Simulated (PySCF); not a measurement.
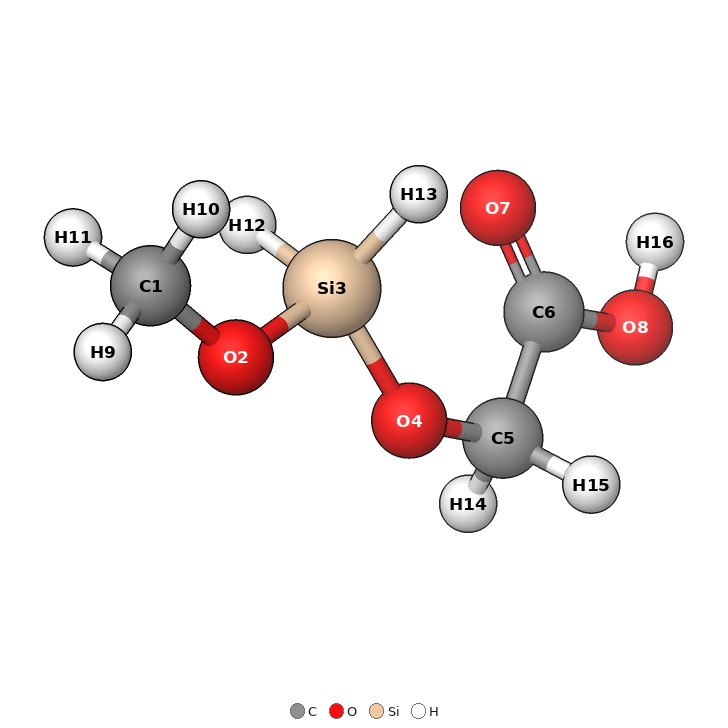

Computed geometry: PBE0-D3(BJ)/def2-SVP optimisation. No frequency run is at hand to confirm it as a minimum. Method: TDDFT ωB97X-D/def2-SVPD, vertical, gas phase, core orbitals frozen in the response (PySCF 2.14.0), and the same with a continuum solvent (IEF-PCM, Bondi radii x 1.2, gas-phase geometry).

How do dipole (D), HOMO–LUMO gap (eV), lowest singlet (eV) change in benzene (ε = 2.3), chloroform (ε = 4.7)?

```
    medium  dipole (D)  HOMO–LUMO gap (eV)  lowest singlet (eV)
 gas phase        2.53               11.03                 6.21
   benzene        2.80               11.25                 6.26
chloroform        2.95               11.37                 6.29
```
